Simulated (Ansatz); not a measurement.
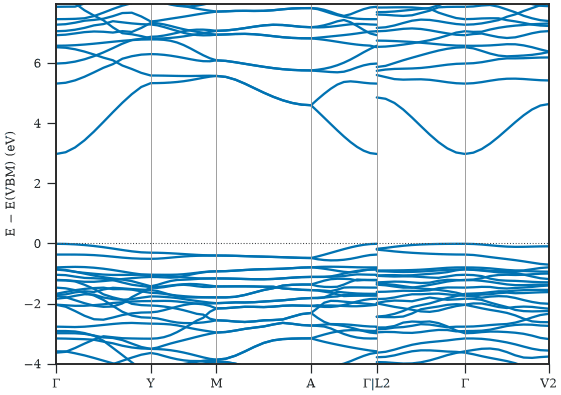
Figure: Band structure from plane-wave PAW LDA (Ansatz code)

The gap is 2.98 eV; an edge lies off the plotted path or next to a special point (maximum off the standard path, minimum at Γ).

The material is CaGe2O5 in space group C2/c (No. 15; Pearson symbol mS32).

The first step of the workflow began from a Materials Project structure, measured or hypothetical; the Crystallography Open Database copy checked does not list it. COD files the formula under space group No. 1, 2, so this cell is another polymorph or a model. Its standing as an ambient phase is unchecked. Symmetry was held in the LDA relaxation; its stability against distortions is not shown here. Scalar-relativistic: spin–orbit coupling is off unless named, which matters more the heavier the elements.

Potentials: the later of the program's two PAW sets.
